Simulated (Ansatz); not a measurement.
## Run report: TaH₃O₄, geometry relaxation

System: TaH₃O₄.
Method: RKS PBE-D4/def2-SVP (Ansatz 0.2.0).

The geometry: force-field start. Figures and captions count atoms from 1; the log counts them from 0 in places.

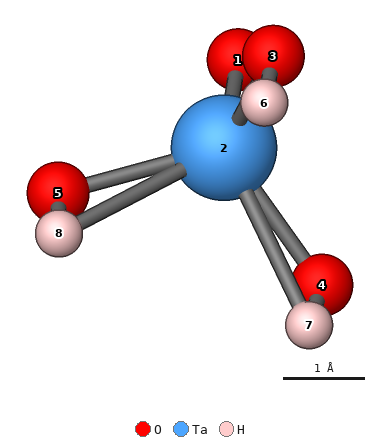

Fig. 1: The input geometry (ball-and-stick view, seen at a tilt; atoms are numbered from 1 in the order of the input). Sticks mark near contacts. Bond lengths as drawn: H–O 0.97 to 1.01 Å, H–Ta 2.56 to 2.57 Å and O–Ta 1.94 to 2.15 Å.

Results in brief

| quantity | value |
| --- | --- |
| outcome | converged |
| total energy | −9781.0957 eV |
| mean-field energy | −9780.9423 eV |
| dispersion energy | −0.1533 eV |
| SCF solution under orbital rotations | stable |
| largest force (length of the vector) at the end | 0.036 eV/Å |
| dipole moment | 6.82 D |
| hardware | 4 threads of Arm Neoverse V2, 23 GiB of memory available, shared host |
| wall time | 7 s (CPU time 26 s) |
| peak memory | 0.15 GiB |

Input file
```yaml
crystal:
  periodic: [false, false, false]
  atoms:
    - {symbol: O, position_ang: [-0.388100, -1.720100, 1.925000]}
    - {symbol: Ta, position_ang: [-0.122200, -0.440000, 0.490800]}
    - {symbol: O, position_ang: [1.847500, 0.297400, 0.604400]}
    - {symbol: O, position_ang: [-1.408800, 1.205100, 0.644700]}
    - {symbol: O, position_ang: [-0.394800, -1.423500, -1.400000]}
    - {symbol: H, position_ang: [1.962200, 0.937800, -0.145800]}
    - {symbol: H, position_ang: [-1.227500, 1.783900, -0.111400]}
    - {symbol: H, position_ang: [-0.176200, -0.697700, -2.063600]}
basis:
  gaussian: {orbitals: def2-SVP}
hamiltonian: {xc: pbe, dispersion: d4}
relax: {f_tol: 0.03, max_steps: 200}
```

Launched with:
```bash
ansatz run in.yaml --threads 4 --pin off --events-out ev --progress --plain --max-ram 10444MiB
```

Log
```
Functional definition: PBE
  name "PBE"
  cite "Perdew, Burke & Ernzerhof, Phys. Rev. Lett. 77, 3865 (1996) doi:10.1103/PhysRevLett.77.3865"
  parent pbe
  parameter kappa = 0.804
  parameter beta = 0.06672455060314922
  exchange = pbe_x(kappa = kappa, mu = beta*pi^2/3)
  correlation = pbe_c(beta = beta)
1050 factors; their error is unknown
mean field evaluation 1: about -9748.6091 eV, gradient 1.2e2 eV
mean field evaluation 2: about -9314.3451 eV, gradient 3.6e2 eV
mean field evaluation 4: about -9718.5930 eV, gradient 1.7e2 eV
mean field evaluation 8: about -9776.6460 eV, gradient 3.5e1 eV
mean field evaluation 16: about -9778.9274 eV, gradient 2.2e-2 eV
mean field -9778.92737562 eV, -359.3689526588 hartree, gradient 5.8e-5 eV, S^2 0.000000; 0 other end points of the search recorded, 0 dependent functions left out
the calculation of the forces begins
reference -9778.92744012 eV, -359.3689550294 hartree; 24, 24 occupied and 79, 79 virtual orbitals, 1050 factors
relax step   1: F+E_penalty+E_count = -9779.06686277 eV  Δ(F+E_penalty+E_count) = +0.000e0 eV  max|allowed force component| = 4.865e0 eV/Å  Δτ_max = 0.0000 Å  (33 SCF iters, accepted)
these checks for a lower state are left out or cut short: starts, cluster_reference, orbital_swaps, neighbouring_geometries, increment
1050 factors; their error is unknown
mean field -9780.73369322 eV, -359.4353336064 hartree, gradient 1.8e-5 eV, S^2 0.000000; 0 other end points of the search recorded, 0 dependent functions left out
the calculation of the forces begins
reference -9780.73375605 eV, -359.4353359155 hartree; 24, 24 occupied and 79, 79 virtual orbitals, 1050 factors
relax step   2: F+E_penalty+E_count = -9780.88615917 eV  Δ(F+E_penalty+E_count) = -1.819e0 eV  max|allowed force component| = 1.129e0 eV/Å  Δτ_max = 0.1948 Å  (36 SCF iters, accepted)
these checks for a lower state are left out or cut short: starts, cluster_reference, orbital_swaps, neighbouring_geometries, increment
1050 factors; their error is unknown
mean field evaluation 32: about -9780.8949 eV, gradient 9.7e-1 eV
mean field -9780.86225716 eV, -359.4400582439 hartree, gradient 2.6e-5 eV, S^2 0.000000; 0 other end points of the search recorded, 0 dependent functions left out
the calculation of the forces begins
reference -9780.86232017 eV, -359.4400605597 hartree; 24, 24 occupied and 79, 79 virtual orbitals, 1050 factors
relax step   3: F+E_penalty+E_count = -9781.01556132 eV  Δ(F+E_penalty+E_count) = -1.294e-1 eV  max|allowed force component| = 7.165e-1 eV/Å  Δτ_max = 0.1509 Å  (35 SCF iters, accepted)
these checks for a lower state are left out or cut short: starts, cluster_reference, orbital_swaps, neighbouring_geometries, increment
1050 factors; their error is unknown
mean field -9780.91333613 eV, -359.4419353617 hartree, gradient 8.9e-6 eV, S^2 0.000000; 0 other end points of the search recorded, 0 dependent functions left out
the calculation of the forces begins
reference -9780.91339895 eV, -359.4419376700 hartree; 24, 24 occupied and 79, 79 virtual orbitals, 1050 factors
relax step   4: F+E_penalty+E_count = -9781.06643280 eV  Δ(F+E_penalty+E_count) = -5.087e-2 eV  max|allowed force component| = 2.254e-1 eV/Å  Δτ_max = 0.0884 Å  (31 SCF iters, accepted)
these checks for a lower state are left out or cut short: starts, cluster_reference, orbital_swaps, neighbouring_geometries, increment
1050 factors; their error is unknown
mean field -9780.93394247 eV, -359.4426926308 hartree, gradient 1.4e-5 eV, S^2 0.000000; 0 other end points of the search recorded, 0 dependent functions left out
the calculation of the forces begins
reference -9780.93400491 eV, -359.4426949254 hartree; 24, 24 occupied and 79, 79 virtual orbitals, 1050 factors
relax step   5: F+E_penalty+E_count = -9781.08693244 eV  Δ(F+E_penalty+E_count) = -2.050e-2 eV  max|allowed force component| = 1.996e-1 eV/Å  Δτ_max = 0.0824 Å  (31 SCF iters, accepted)
these checks for a lower state are left out or cut short: starts, cluster_reference, orbital_swaps, neighbouring_geometries, increment
1050 factors; their error is unknown
mean field -9780.93481689 eV, -359.4427247650 hartree, gradient 2.6e-5 eV, S^2 0.000000; 0 other end points of the search recorded, 0 dependent functions left out
the calculation of the forces begins
reference -9780.93487896 eV, -359.4427270458 hartree; 24, 24 occupied and 79, 79 virtual orbitals, 1050 factors
relax step   6: F+E_penalty+E_count = -9781.08889889 eV  Δ(F+E_penalty+E_count) = -1.966e-3 eV  max|allowed force component| = 3.186e-1 eV/Å  Δτ_max = 0.0625 Å  (36 SCF iters, accepted)
these checks for a lower state are left out or cut short: starts, cluster_reference, orbital_swaps, neighbouring_geometries, increment
1050 factors; their error is unknown
mean field evaluation 64: about -9780.9423 eV, gradient 4.4e-4 eV
mean field -9780.94226556 eV, -359.4429984985 hartree, gradient 5.6e-6 eV, S^2 0.000000; 0 other end points of the search recorded, 0 dependent functions left out
the calculation of the forces begins
reference -9780.94232763 eV, -359.4430007795 hartree; 24, 24 occupied and 79, 79 virtual orbitals, 1050 factors
relax step   7: F+E_penalty+E_count = -9781.09561123 eV  Δ(F+E_penalty+E_count) = -6.712e-3 eV  max|allowed force component| = 2.425e-2 eV/Å  Δτ_max = 0.0249 Å  (32 SCF iters, accepted)
```

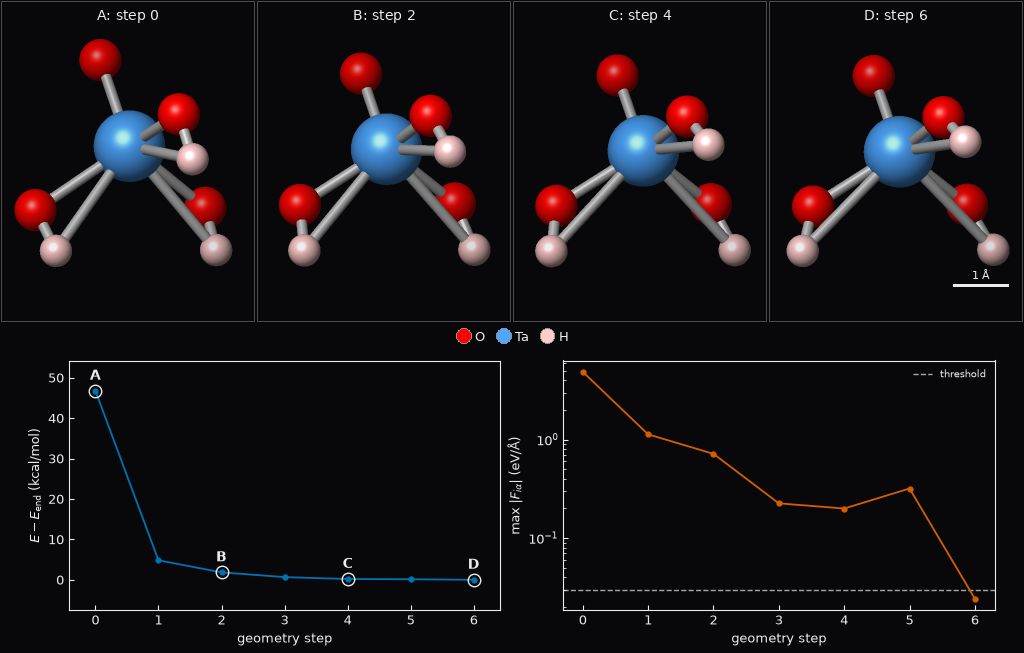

Fig. 2: Frames of the relaxation (ball-and-stick view, seen at a tilt) above the curves, on which the letters mark them (the first geometry is step 0 here and step 1 in the log).

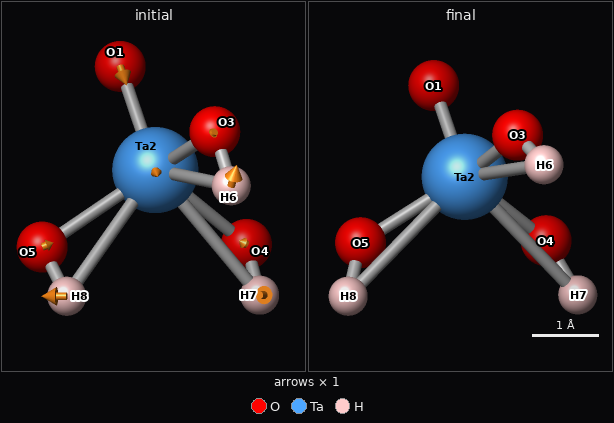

Fig. 3: Before (left) and after (right) the relaxation, at one scale (ball-and-stick view, seen at a tilt). The orange arrows give the displacements, at true length. Over 6 geometry steps the energy falls by 46.8 kcal/mol. The largest force component goes from 4.9 to 0.024 eV/Å. The largest moves after the best rigid fit, 0.40 Å, are those of H7 and H8. Largest moves by element: H 0.40 Å, O 0.34 Å, Ta 0.15 Å. Among the contacts that change: Ta2–O5 2.149 → 1.925 Å, O1–Ta2 1.941 → 1.742 Å, Ta2–O3 2.106 → 1.926 Å, Ta2–O4 2.094 → 1.924 Å. Among the angles that change: Ta2–O5–H8 102.8° → 134.2°, Ta2–O4–H7 107.3° → 134.2°, Ta2–O3–H6 107.0° → 132.7°. (Atoms are counted from 1 in the order of the input.)

```
1050 factors; their error is unknown
mean field -9780.94226556 eV, -359.4429984986 hartree, gradient 5.4e-6 eV, S^2 0.000000; 1 other end points of the search recorded, 0 dependent functions left out
the calculation of the forces begins
reference -9780.94232763 eV, -359.4430007795 hartree; 24, 24 occupied and 79, 79 virtual orbitals, 1050 factors
Total energy: -9781.09567330 eV, -359.4486361291 hartree
Atom 0 at    -0.366106    -1.486444     1.672106 Å, force     0.017147     0.012122    -0.009677 eV/Å
Atom 1 at    -0.073156    -0.351020     0.384051 Å, force    -0.020440    -0.020678     0.022061 eV/Å
Atom 2 at     1.745778     0.255676     0.568116 Å, force     0.009230    -0.011766     0.018198 eV/Å
Atom 3 at    -1.333385     1.085743     0.609962 Å, force    -0.022358     0.020208     0.006807 eV/Å
Atom 4 at    -0.351143    -1.296664    -1.268946 Å, force    -0.004596    -0.022733    -0.008459 eV/Å
Atom 5 at     2.281124     0.892423     0.068241 Å, force     0.024254     0.014847    -0.006685 eV/Å
Atom 6 at    -1.528656     1.898404     0.116682 Å, force    -0.003494     0.006989    -0.000253 eV/Å
Atom 7 at    -0.282356    -1.055219    -2.206112 Å, force     0.000258     0.001012    -0.021993 eV/Å
Dipole moment:     0.227311     0.923444    -1.053247 e Å
```

Trajectory as extended XYZ (Å, eV, eV/Å), 7 frames, from step=1 to step=7
```
8
Properties=species:S:1:pos:R:3:forces:R:3 step=1 energy=-9779.06686
O    -0.3881   -1.7201    1.9250    0.8266   4.4452  -4.8655
Ta   -0.1222   -0.4400    0.4908   -0.1093  -2.6589   2.4135
O     1.8475    0.2974    0.6044   -3.0952  -0.7962  -0.7241
O    -1.4088    1.2051    0.6447    1.8685  -2.8659   0.1018
O    -0.3948   -1.4235   -1.4000    0.7402   2.6305   2.4634
H     1.9622    0.9378   -0.1458    0.1608  -0.2953   0.4875
H    -1.2275    1.7839   -0.1114   -0.0934   0.5072  -0.3456
H    -0.1762   -0.6977   -2.0636   -0.2983  -0.9664   0.4690
8
Properties=species:S:1:pos:R:3:forces:R:3 step=2 energy=-9780.88616
O    -0.3680   -1.5872    1.7840   -0.0197   0.1585  -0.1792
Ta   -0.1089   -0.4548    0.4827    0.1015   0.5635  -0.4067
O     1.7170    0.2525    0.5789   -0.3628   0.3361  -0.7112
O    -1.3220    1.0910    0.6251    0.4925  -0.2480  -0.5050
O    -0.3663   -1.3249   -1.2616    0.3505   1.1292  -0.4379
H     1.9564    0.9199   -0.1228   -0.0501  -0.6127   0.7443
H    -1.2316    1.7678   -0.0925   -0.2072  -0.3402   0.5518
H    -0.1845   -0.7214   -2.0497   -0.3047  -0.9864   0.9439
8
Properties=species:S:1:pos:R:3:forces:R:3 step=3 energy=-9781.01556
O    -0.3734   -1.5190    1.7122   -0.0095  -0.1213   0.1438
Ta   -0.0824   -0.3892    0.4279   -0.0845  -0.0222   0.0371
O     1.7465    0.2311    0.5860    0.1575   0.5053  -0.5200
O    -1.3427    1.0712    0.6399    0.1159   0.4342  -0.5683
O    -0.3599   -1.3274   -1.2469    0.1463   0.5913  -0.7165
H     2.0886    0.9055   -0.0514   -0.0621  -0.4374   0.4913
H    -1.3558    1.8031   -0.0250   -0.1170  -0.3825   0.5125
H    -0.2287   -0.8323   -2.0987   -0.1467  -0.5673   0.6200
8
Properties=species:S:1:pos:R:3:forces:R:3 step=4 energy=-9781.06643
O    -0.3631   -1.5012    1.6955   -0.0379  -0.0980   0.1012
Ta   -0.0827   -0.3711    0.4079    0.0545  -0.0028   0.0207
O     1.7502    0.2366    0.5814   -0.0876   0.1284  -0.1885
O    -1.3526    1.0740    0.6329    0.0926   0.1494  -0.2254
O    -0.3670   -1.3201   -1.2569    0.0639   0.1855  -0.0755
H     2.1609    0.8965   -0.0101    0.0378  -0.0983   0.1391
H    -1.4171    1.8394    0.0273   -0.0721  -0.1174   0.1853
H    -0.2365   -0.9111   -2.1338   -0.0512  -0.1468   0.0432
8
Properties=species:S:1:pos:R:3:forces:R:3 step=5 energy=-9781.08693
O    -0.3719   -1.4955    1.6836    0.0323  -0.0160   0.0311
Ta   -0.0731   -0.3615    0.3990   -0.0769  -0.0031  -0.0339
O     1.7533    0.2465    0.5759    0.0291   0.1287  -0.1341
O    -1.3429    1.0789    0.6254    0.0549   0.0885  -0.1512
O    -0.3587   -1.3131   -1.2601    0.0449   0.1681  -0.1672
H     2.2320    0.8991    0.0302   -0.0507  -0.1314   0.1323
H    -1.4781    1.8647    0.0630   -0.0053  -0.1130   0.1234
H    -0.2686   -0.9761   -2.1729   -0.0283  -0.1219   0.1996
8
Properties=species:S:1:pos:R:3:forces:R:3 step=6 energy=-9781.08890
O    -0.3460   -1.4881    1.6824   -0.1158  -0.1632   0.1548
Ta   -0.0839   -0.3577    0.3887    0.3186   0.0823   0.0468
O     1.7332    0.2498    0.5690    0.0157  -0.0381   0.0506
O    -1.3294    1.0813    0.6012   -0.2072   0.1909   0.0840
O    -0.3538   -1.2860   -1.2648   -0.0478  -0.1966  -0.1702
H     2.2599    0.8850    0.0614    0.0767   0.0802  -0.0571
H    -1.5138    1.8923    0.1029   -0.0322   0.0433  -0.0107
H    -0.2742   -1.0336   -2.1967   -0.0080   0.0012  -0.0982
8
Properties=species:S:1:pos:R:3:forces:R:3 step=7 energy=-9781.09561
O    -0.3661   -1.4864    1.6721    0.0171   0.0121  -0.0097
Ta   -0.0732   -0.3510    0.3841   -0.0204  -0.0207   0.0221
O     1.7458    0.2557    0.5681    0.0092  -0.0118   0.0182
O    -1.3334    1.0857    0.6100   -0.0224   0.0202   0.0068
O    -0.3511   -1.2967   -1.2689   -0.0046  -0.0227  -0.0085
H     2.2811    0.8924    0.0682    0.0243   0.0148  -0.0067
H    -1.5287    1.8984    0.1167   -0.0035   0.0070  -0.0003
H    -0.2824   -1.0552   -2.2061    0.0003   0.0010  -0.0220
```
